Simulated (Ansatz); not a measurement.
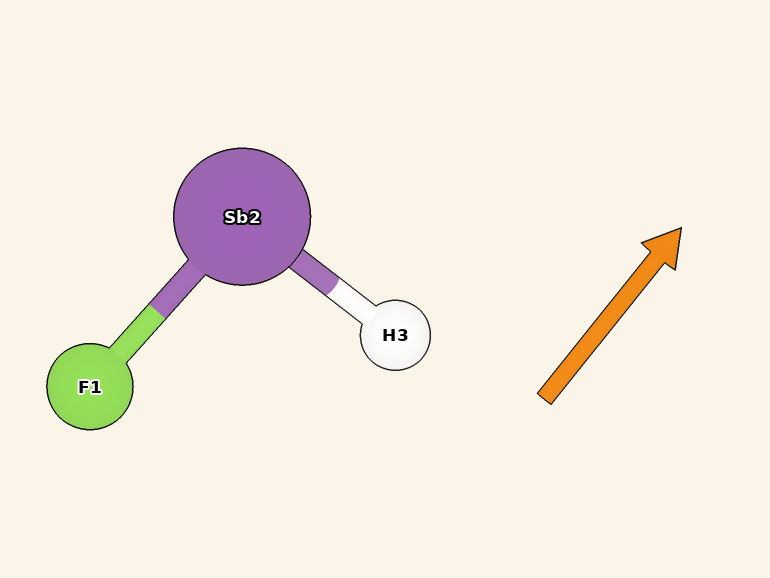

The arrow beside the molecule shows the direction of the dipole moment, from the negative to the positive end (its length means nothing). The species is neutral and a spin doublet. Geometry: relaxed with PBE0-D4/def2-TZVP with one coordinate held away from its value at the minimum. Level of theory: UKS PBE0-D4/def2-TZVP, core potentials on Sb (Ansatz 0.2.0).

Question: How large is the dipole moment?

Answer: 2.46 D; it points from the side of F1 to the side of Sb2, H3 (the outermost atoms at the two ends).
